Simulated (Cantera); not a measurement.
Charge: 1 mol V2O5, 820 mol H2, 0.29 mol H2O, at 1.33 mbar.

These are equilibrium values from Cantera (NASA tables, ideal gas, pure condensed phases), not measurements of a reactor. Candidate condensed phases: H2O, V, VO, V2O3, V2O4, V2O5; 12 gas species. VO: taken at fixed stoichiometry. Condensed phases not in the tables: the oxides between V2O3 and V2O5 other than VO2. Kinetics and transport are ignored.

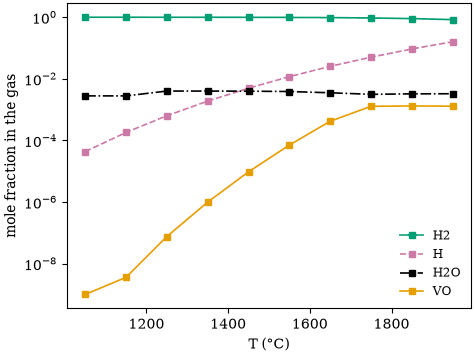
Figure: Equilibrium gas composition (values under 1e-9 drawn at 1e-9)

Problem. Read off the mole fractions at 1250 °C.

Solution. H2 about 1.00, H2O about 0.0040, H about 0.00063, VO about 7.6e-8.
